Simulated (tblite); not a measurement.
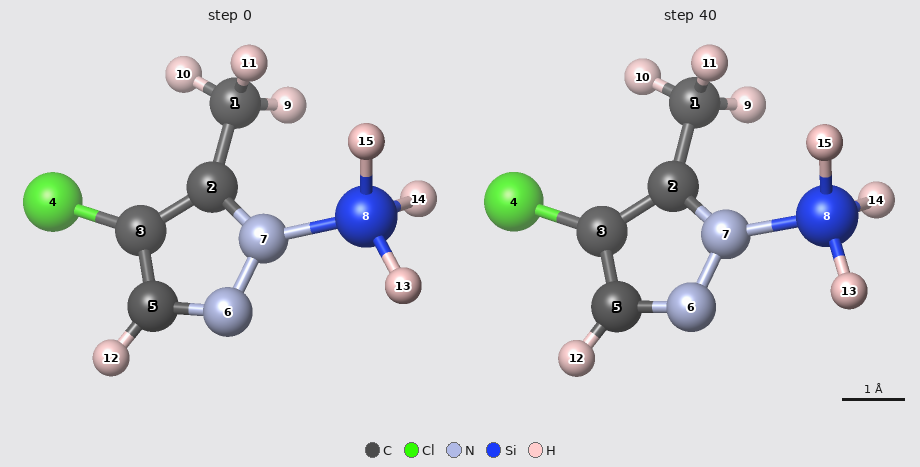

The structure of C₄H₇ClN₂Si before (left) and after (right) a relaxation, at one scale.

Style: ball-and-stick. Shown from a free direction.

Level of theory: GFN2-xTB geometry optimisation, gas phase (tblite). 

**Summarise the run.**

H13 moves most after the best rigid fit: 0.25 Å. By element the largest moves are H 0.25 Å, N 0.10 Å, C 0.07 Å, Cl 0.02 Å, Si 0.02 Å. Some distances before and after: Si8–H13 1.490 → 1.451 Å, C2–N7 1.388 → 1.357 Å, N7–Si8 1.790 → 1.759 Å, Si8–H14 1.492 → 1.465 Å. Bond angles that change, for instance: N7–Si8–H13 112.2° → 103.7°, H13–Si8–H14 109.0° → 114.2°, C2–N7–Si8 126.5° → 130.8°. Over 40 geometry steps the energy falls by 4.09 kcal/mol. The run took 0.52 s on 1 thread of Arm Neoverse N1 (shared host).
